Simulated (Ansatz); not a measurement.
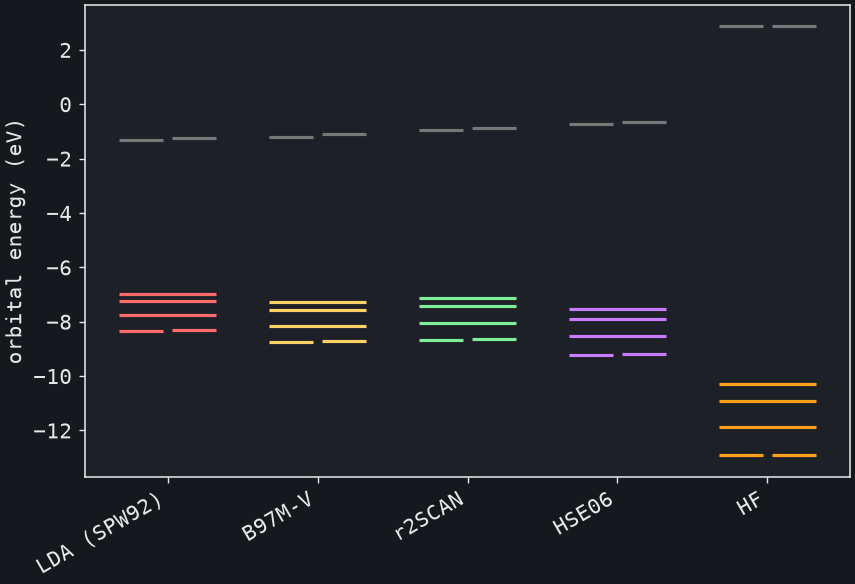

Frontier orbital energies of Si₄H₁₀, SMILES [SiH3][SiH2][SiH2][SiH3] at one geometry, def2-TZVPP, the Ansatz code, at a PBE0-D4/def2-TZVP geometry (a minimum by its frequencies). Empty levels are grey, levels within 0.1 eV stand side by side; all columns show the same few orbitals around the gap.

Q: Compare the HOMO-LUMO separations.

A: The separation grows from 5.66 eV (LDA (SPW92)) to 13.15 eV (HF).

| level | HOMO (eV) | LUMO (eV) | separation (eV) |
| --- | --- | --- | --- |
| LDA (SPW92) | −6.96 | −1.30 | 5.66 |
| B97M-V | −7.26 | −1.20 | 6.06 |
| r2SCAN | −7.12 | −0.95 | 6.17 |
| HSE06 | −7.53 | −0.71 | 6.81 |
| HF | −10.29 | 2.86 | 13.15 |

Limits of at least one run: empty levels above zero depend strongly on the basis; one conformer of a flexible molecule.
